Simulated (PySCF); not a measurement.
# B2PLYP/STO-3G run of SnCl2 (SMILES [Cl][Sn][Cl])

Aim: the vertical singlet–triplet gap of SnCl2 at B2PLYP/STO-3G, from 2 runs. Input form: a Python script.

The calculation is run with PySCF 2.14.0.

12 further runs of the same task are left out: 3 that didn't finish, 9 set aside as unsound or not needed.

**1. Starting point**

SnCl2: 3 atoms, total charge 0, spin state singlet. As SMILES, `[Cl][Sn][Cl]`. The shape is that of a PBE0-D4/def2-TZVP optimisation.

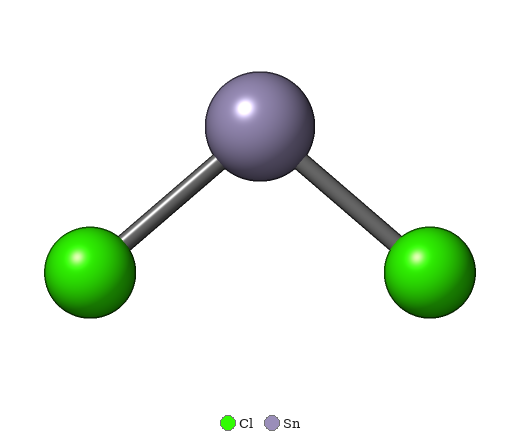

The structure, seen from a chosen angle (chlorine green, tin purple).

**2. A single-point energy at B2PLYP/STO-3G**

Input file job.py:

```python
from pyscf import gto, dft, mp

system = gto.Mole()
system.atom = '''
Cl       1.154200       1.220700       0.756000
Sn      -0.796900       0.518900      -0.376600
Cl      -0.368200      -1.804500      -0.392600
'''
system.max_memory = 1860
system.basis = 'sto-3g'
system.verbose = 4
system.charge = 0
system.build()

mf = dft.RKS(system, xc='0.53*HF + 0.47*B88, 0.73*LYP')
mf.grids.level = 5
mf.conv_tol = 1e-10
mf.kernel()
if not mf.converged:
    mf = mf.newton().run(mf.mo_coeff, mf.mo_occ)

pt = mp.MP2(mf, frozen=28).run()
energy = mf.e_tot + 0.27 * pt.e_corr
print('PT2 part  %.8f' % (0.27 * pt.e_corr))
print(f'total energy: {energy:.8f} hartree')
```

Started as:

```console
OMP_NUM_THREADS=1 python job.py
```

What it wrote:

```text
PySCF version 2.14.0

[INPUT] num. atoms = 3
[INPUT] num. electrons = 84
[INPUT] charge = 0
[INPUT] spin (= nelec alpha-beta = 2S) = 0
[INPUT] symmetry False subgroup None
[INPUT] Mole.unit = angstrom
[INPUT] Symbol           X                Y                Z      unit          X                Y                Z       unit  Magmom
[INPUT]  1 Cl     1.154200000000   1.220700000000   0.756000000000 AA    2.181121892973   2.306788680257   1.428632950171 Bohr   0.0
[INPUT]  2 Sn    -0.796900000000   0.518900000000  -0.376600000000 AA   -1.505922748666   0.980578886037  -0.711670858511 Bohr   0.0
[INPUT]  3 Cl    -0.368200000000  -1.804500000000  -0.392600000000 AA   -0.695797159065  -3.410010791778  -0.741906476504 Bohr   0.0

nuclear repulsion = 423.522351831536
number of shells = 21
number of NR pGTOs = 135
number of NR cGTOs = 45
basis = sto-3g
ecp = {}

[... 51 lines left out ...]
converged SCF energy = -6875.0063833752
[... 1 line left out ...]
******** <class 'pyscf.mp.mp2.RMP2'> ********
nocc = 14, nmo = 17
frozen orbitals 28
E(RMP2) = -6875.05580634864  E_corr = -0.0494229734416987
E(SCS-RMP2) = -6875.0591354949  E_corr = -0.05275211969807
E_corr(same-spin) = -0.00756397895996355
E_corr(oppo-spin) = -0.0418589944817351
PT2 part  -0.01334420
total energy: -6875.01972758 hartree
```

Run time: 1.8 s. Hardware: 1 thread of AMD EPYC 9R45 (Zen 5), shared host; peak memory 0.26 GiB.

**3. The triplet, same level**

Input file input.py:

```python
from pyscf import gto, dft, mp

molecule = gto.Mole()
molecule.atom = '''
Cl     2.181122     2.306789     1.428633
Sn    -1.505923     0.980579    -0.711671
Cl    -0.695797    -3.410011    -0.741906
'''
molecule.max_memory = 1860
molecule.unit = 'bohr'
molecule.verbose = 3
molecule.charge = 0
molecule.spin = 2
molecule.basis = 'sto-3g'
molecule.build()

mf = dft.UKS(molecule)
mf.xc = '0.53*HF + 0.47*B88, 0.73*LYP'
mf.grids.level = 5
mf.conv_tol = 1e-10
mf.kernel()
if not mf.converged:
    mf = mf.newton().run(mf.mo_coeff, mf.mo_occ)

pt = mp.MP2(mf, frozen=28).run()
e_final = mf.e_tot + 0.27 * pt.e_corr
print('PT2 part  %.8f' % (0.27 * pt.e_corr))
print('E(%s) = %.9f' % ('B2PLYP', e_final))
```

Started as:

```console
OMP_NUM_THREADS=1 python input.py
```

What it wrote:

```text
WARN: HOMO -0.391355124249717 >= LUMO -0.565274728803751

converged SCF energy = -6874.93179123385  <S^2> = 2.0013925  2S+1 = 3.0009282
E(UMP2) = -6874.96132552527  E_corr = -0.0295342914129857
E(SCS-UMP2) = -6874.96298663805  E_corr = -0.0311954041928643
PT2 part  -0.00797426
E(B2PLYP) = -6874.939765493
```

It took 2.7 s on 1 thread of AMD EPYC 9R45 (Zen 5), shared host; peak memory 0.27 GiB.

**4. Outcome**

At B2PLYP/STO-3G, 28 core orbitals frozen:

| quantity | value |
| --- | --- |
| singlet: total energy | -6875.01973 Eh |
| singlet: dipole moment (SCF part) | 3.43 D |
| singlet: HOMO energy (SCF part's orbitals) | -5.80 eV |
| singlet: LUMO energy (SCF part's orbitals) | 0.61 eV |
| singlet: HOMO–LUMO gap (SCF part's orbitals) | 6.41 eV |
| triplet: total energy | -6874.93977 Eh |
| triplet: dipole moment (SCF part) | 5.04 D |
| triplet: HOMO energy (SCF part's orbitals) (highest over α and β) | -3.82 eV |
| triplet: LUMO energy (SCF part's orbitals) (lowest over α and β) | -1.51 eV |
| triplet: ⟨S²⟩ | 2.001 |
| vertical energy of the triplet above the singlet | 2.176 eV |

At this shape the triplet lies 2.18 eV (50 kcal/mol) above the singlet. In a minimal basis such a difference can be off by several eV, whatever the method. Relativity is left out (singlet) although the molecule holds a heavy atom. Mulliken charges (triplet) run from -0.37 on Cl1 to +0.73 on Sn2; they depend strongly on the basis. Relativity is left out (triplet) although the molecule holds a heavy atom.
